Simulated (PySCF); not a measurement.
# A diatomic session: SH+, part 2 of 2

PySCF 2.14.0; H def2-SVP, S def2-SVP; no relativity. Earlier steps stand in the parts before.

**13. Correlated methods on the Hartree–Fock reference**

Reference: UHF; core orbitals frozen: 5.

Log of the coupled-cluster run at 1.379 Å:

```text
******** <class 'pyscf.cc.uccsd.UCCSD'> ********
CC2 = 0
CCSD nocc = (np.int64(4), np.int64(2)), nmo = (18, 18)
frozen orbitals [[0, 1, 2, 3, 4], [0, 1, 2, 3, 4]]
max_cycle = 80
direct = 0
conv_tol = 1e-07
conv_tol_normt = 1e-05
diis_space = 8
diis_start_cycle = 0
diis_start_energy_diff = 1e+09
max_memory 909 MB (current use 236 MB)
Init t2, MP2 energy = -0.0884221515137806
Init E_corr(UCCSD) = -0.0884221515159598
cycle = 1  E_corr(UCCSD) = -0.104872126002547  dE = -0.0164499745  norm(t1,t2) = 0.045589
cycle = 2  E_corr(UCCSD) = -0.108926342237828  dE = -0.00405421624  norm(t1,t2) = 0.0175028
cycle = 3  E_corr(UCCSD) = -0.111218940771676  dE = -0.00229259853  norm(t1,t2) = 0.00816764
cycle = 4  E_corr(UCCSD) = -0.111139649622039  dE = 7.92911496e-05  norm(t1,t2) = 0.00149651
cycle = 5  E_corr(UCCSD) = -0.111147616738636  dE = -7.9671166e-06  norm(t1,t2) = 0.000465166
cycle = 6  E_corr(UCCSD) = -0.111151320489085  dE = -3.70375045e-06  norm(t1,t2) = 0.00016787
cycle = 7  E_corr(UCCSD) = -0.111150501303876  dE = 8.19185209e-07  norm(t1,t2) = 7.29399e-05
cycle = 8  E_corr(UCCSD) = -0.111151442206331  dE = -9.40902455e-07  norm(t1,t2) = 2.37499e-05
cycle = 9  E_corr(UCCSD) = -0.111150998129415  dE = 4.44076917e-07  norm(t1,t2) = 6.52994e-06
cycle = 10  E_corr(UCCSD) = -0.111151162074835  dE = -1.6394542e-07  norm(t1,t2) = 1.24925e-06
cycle = 11  E_corr(UCCSD) = -0.111151171777392  dE = -9.70255701e-09  norm(t1,t2) = 2.84786e-07
UCCSD converged
E(UCCSD) = -397.7349006740546  E_corr = -0.1111511717773919
UCCSD(T) correction = -0.00190049389830333
```

Correlation energy (eV) along the bond:

```csv
R (Å),MP2,SCS-MP2,CCSD,CCSD(T),T1
1.186,-2.361,-2.382,n/a,n/a,n/a
1.241,-2.373,-2.396,-2.973,-3.020,0.011
1.296,-2.386,-2.411,-2.993,-3.041,0.012
1.338,-2.396,-2.422,-3.008,-3.058,0.012
1.379,-2.406,-2.434,-3.025,-3.076,0.012
1.420,-2.417,-2.446,-3.042,-3.095,0.012
1.476,-2.431,-2.463,-3.066,-3.122,0.012
1.544,-2.450,-2.483,-3.099,-3.158,0.013
1.627,-2.469,-2.503,-3.140,-3.203,0.015
1.738,-2.467,-2.494,n/a,n/a,n/a
```

UHF-MP2: Re = 1.365 Å, ωe = 2669 cm⁻¹, ωexe = 46.0 cm⁻¹, αe = 0.261 cm⁻¹, Be = 9.264 cm⁻¹, De = 3.16 eV.

UHF-SCS-MP2: Re = 1.366 Å, ωe = 2660 cm⁻¹, ωexe = 44.9 cm⁻¹, αe = 0.260 cm⁻¹, Be = 9.245 cm⁻¹, De = 3.24 eV.

UHF-CCSD: Re = 1.371 Å, ωe = 2610 cm⁻¹, ωexe = 49.8 cm⁻¹, αe = 0.274 cm⁻¹, Be = 9.184 cm⁻¹, De = 3.27 eV.

UHF-CCSD(T): Re = 1.372 Å, ωe = 2595 cm⁻¹, ωexe = 50.6 cm⁻¹, αe = 0.277 cm⁻¹, Be = 9.163 cm⁻¹, De = 3.30 eV.

**14. All curves**

Energy (eV) from each level's lowest point:

```csv
R (Å),UHF,UHF-MP2,UHF-SCS-MP2,UHF-CCSD,UHF-CCSD(T),LDA,PBE,PW91,r²SCAN,M06-L,PBE0,HSE06
1.186,0.520,0.563,0.570,n/a,n/a,0.707,0.675,0.667,0.609,0.618,0.616,0.617
1.241,0.211,0.241,0.246,0.259,0.264,0.347,0.324,0.320,0.278,0.289,0.282,0.282
1.296,0.048,0.065,0.068,0.076,0.080,0.130,0.117,0.114,0.089,0.098,0.090,0.091
1.338,0.000,0.007,0.009,0.013,0.015,0.040,0.034,0.032,0.020,0.025,0.020,0.020
1.379,0.003,0.000,0.000,0.000,0.000,0.000,0.000,0.000,0.000,0.000,0.000,0.000
1.420,0.047,0.034,0.032,0.027,0.025,0.000,0.007,0.008,0.020,0.013,0.020,0.020
1.476,0.156,0.128,0.125,0.112,0.107,0.050,0.065,0.066,0.095,0.078,0.097,0.096
1.544,0.352,0.305,0.300,0.275,0.267,0.172,0.196,0.199,0.247,0.216,0.252,0.251
1.627,0.642,0.575,0.570,0.524,0.512,0.377,0.412,0.415,0.485,0.439,0.497,0.494
1.738,1.066,1.002,1.003,n/a,n/a,0.707,0.754,0.758,0.853,0.796,0.877,0.873
```

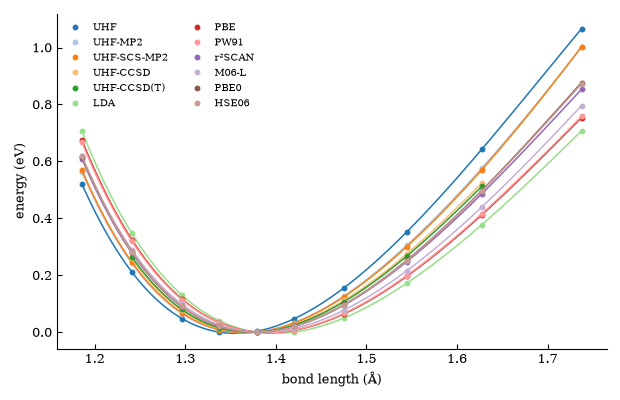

Curves of the followed state at each level, each from its own lowest point. Far from equilibrium a single determinant need not separate into the right atoms, and MP2 on it can jump.

The whole job (state search and all levels along the bond) took 0.39 min on 1 thread of Arm Neoverse V2 (shared host), peak memory 0.32 GiB.

**15. Constants by level of theory**

What follows sums up all 2 parts.

Lowest PBE0 solution found, without spin–orbit coupling: ³Σ⁻ (triplet), unpaired electrons π ↑↑. State 2 has its PBE0 minimum 0.49 eV higher, as a spin-mixed determinant (⟨S²⟩ = 1.01), so this is no gap between pure states. The other levels ran on the lowest alone.

```csv
level,Re (Å),ωe (cm⁻¹),De (eV),μ (D)
UHF,1.355,2745,2.61,-1.58
UHF-MP2,1.365,2669,3.16,n/a
UHF-SCS-MP2,1.366,2660,3.24,n/a
UHF-CCSD,1.371,2610,3.27,n/a
UHF-CCSD(T),1.372,2595,3.30,n/a
LDA,1.399,2429,4.25,-1.61
PBE,1.392,2468,3.81,-1.52
PW91,1.391,2468,3.83,-1.51
r²SCAN,1.377,2552,3.78,-1.57
M06-L,1.384,2461,3.70,-1.53
PBE0,1.377,2572,3.75,-1.55
HSE06,1.378,2569,3.74,-1.55
```

De is counted to H + S+ in their ground configurations. A positive dipole points from H to S; in an ion it is taken about the centre of mass and does not tell which atom is negative.

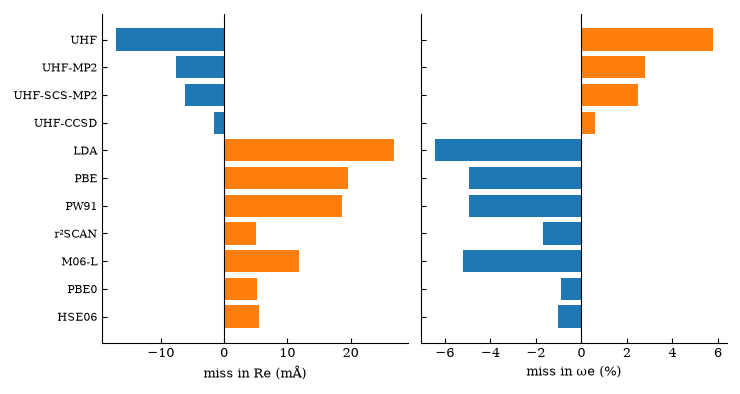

How far each level lies from CCSD(T) in the same basis.

Time per point (s) on 1 thread of Arm Neoverse V2, shared host (CPU time, shared integrals of 0.0075 s apart; correlated levels include their reference; CCSD comes with the CCSD(T) run); the times are rough: UHF 0.017, UHF-MP2 0.023, UHF-SCS-MP2 0.023, LDA 0.1, PBE 0.17, PW91 0.15, r²SCAN 0.26, M06-L 0.25, PBE0 0.25, HSE06 0.3; the reference 0.14.

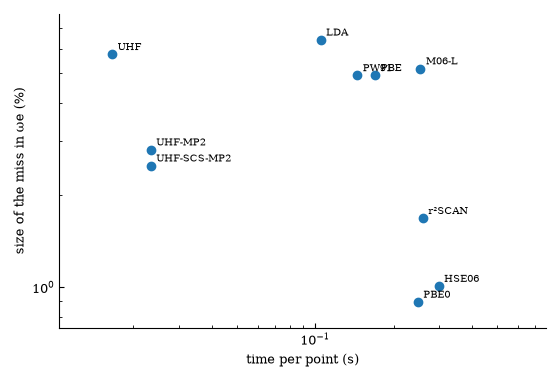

Miss in the wavenumber against time per point.

Cheap and still within 10 mÅ and 2.5 % of CCSD(T): UHF-SCS-MP2 (0.023 s), against 0.3 s for the dearest run.

What this shows: Judged by CCSD(T) in the same basis: best bond length UHF-CCSD (-2 mÅ), worst LDA (+27 mÅ); best wavenumber UHF-CCSD (+0.6 %), worst LDA (-6.4 %). Hartree–Fock makes the bond too short and too stiff against this reference, as it mostly does. PBE has the long and soft bond that GGAs tend to give. CCSD(T) in a basis this small is itself some way from its limit, more so than the functionals. Of the levels with a De here, UHF gives the least (2.61 eV) and LDA the most (4.25 eV).

Correlated steps freeze 5 core orbitals.
